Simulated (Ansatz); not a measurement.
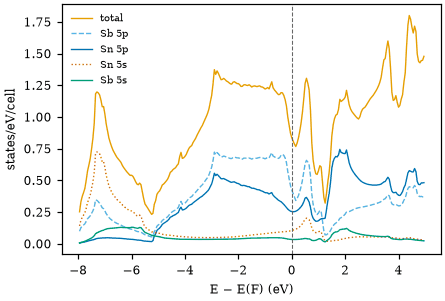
Figure: Total and projected density of states of SnSb (rock salt, Fm-3m), plane-wave PAW PBEsol (Ansatz code)

Question: Which orbitals carry the states next to the Fermi level?

Answer: Within 0.5 eV of the Fermi level: Sb 5p 53 %, Sn 5p 29 %, Sn 5s 12 %. Projections are on Löwdin-orthogonalised atomic valence shells; empty p or d shells of many metals are not among them.

Question: Where is the tallest occupied peak in this window, and what makes it?

Answer: Near -2.9 eV, about 1.4 states/eV per cell; the largest projected share is Sb 5p.

The workflow started from an entry of the Crystallography Open Database (COD), which files this formula under 2 space groups. Whether it is the stable phase at ambient conditions was not checked. The cell was relaxed with PBEsol under the symmetry of its start; of distortions, only those at the zone centre were tested. Spin–orbit coupling is left out wherever it is not named.

Potentials: the later of the program's two PAW sets.
